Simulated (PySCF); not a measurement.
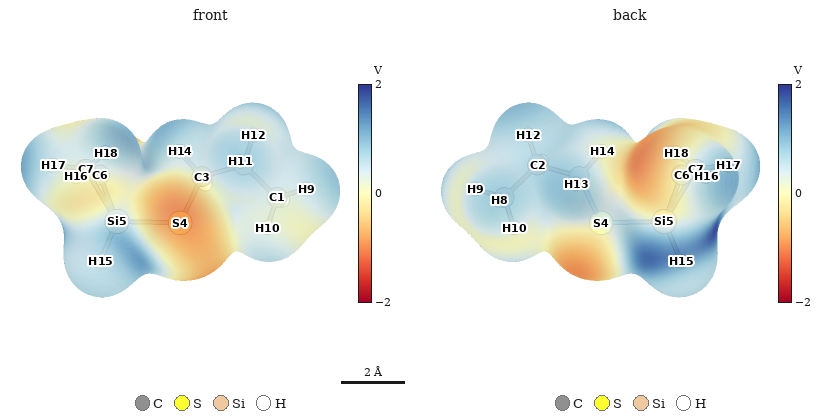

Figure 1: C$_{5}$H$_{11}$SSi (doublet). The molecular electrostatic potential painted on the density surface at 0.004 e/bohr³, seen from the front and from behind; the colour scale runs from red (negative) to blue (positive).

Geometry: GFN2-xTB.

Computed with UKS B3LYP, pcH-1 on C H S Si, non-relativistic, mean-field spin-orbit, GIAO in PySCF 2.14.0, density-fitted response routines.

```xyz
18

C    -2.9605   -0.3526    0.7035
C    -2.0632    0.4648   -0.2159
C    -0.5977    0.3670    0.1746
S     0.0384   -1.3347   -0.0999
Si    2.1532   -1.0355    0.0165
C     2.7557    0.6883    0.0682
C     2.8924    0.2771   -1.3282
H    -2.9004    0.0201    1.7237
H    -3.9950   -0.2972    0.3743
H    -2.6490   -1.3943    0.6974
H    -2.1809    0.1192   -1.2450
H    -2.3545    1.5178   -0.1772
H    -0.4576    0.5941    1.2312
H     0.0101    1.0426   -0.4242
H     2.6933   -2.3826    0.0384
H     3.6735    0.9533    0.5833
H     3.8548    0.2811   -1.8259
H     2.0786    0.4777   -2.0131
```

Which sites attract a positive test charge, and which a negative one?

Answer. A positive charge is drawn to the negative regions and a negative charge to the positive ones. The most negative region (about −1.0 V, or −23 kcal/mol for a unit charge) lies over S4 and C6, the most positive (about +1.7 V, or +39 kcal/mol for a unit charge) over Si5.
